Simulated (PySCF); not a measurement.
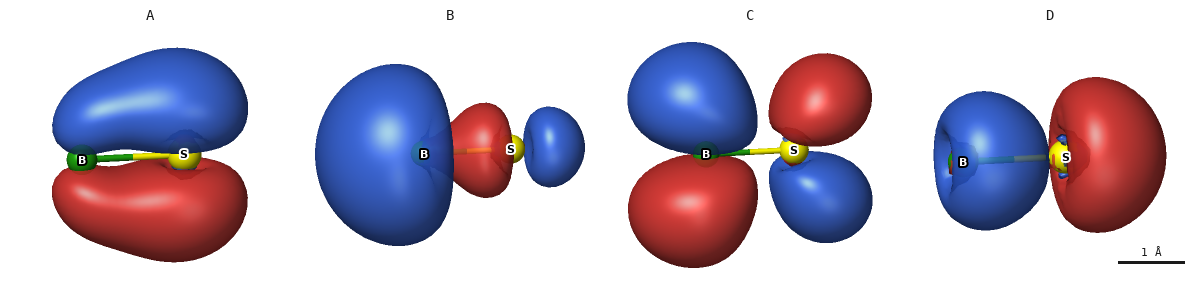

*BS (doublet). Four frontier β-spin orbitals, each drawn at the value that holds 80 % of its norm (blue and red are the two phases), in no order; of a degenerate pair one member is drawn.*

These are results of PBE0/def2-SVPD, non-relativistic Hamiltonian with scalar-relativistic core potentials where named, at a bond length of 1.618 Å (PySCF), not measurements.

Question: Label each orbital by symmetry, say whether it is occupied, and order them by energy.

Answer: Orbital D: σ, occupied in this spin, −11.55 eV; mainly on S (75 %).
Orbital A: π, occupied in this spin, −8.73 eV; mainly on S (75 %).
Orbital B: σ, empty in this spin, −3.80 eV; mainly on B (85 %).
Orbital C: π, empty in this spin, −0.82 eV; antibonding, with a node between the atoms.
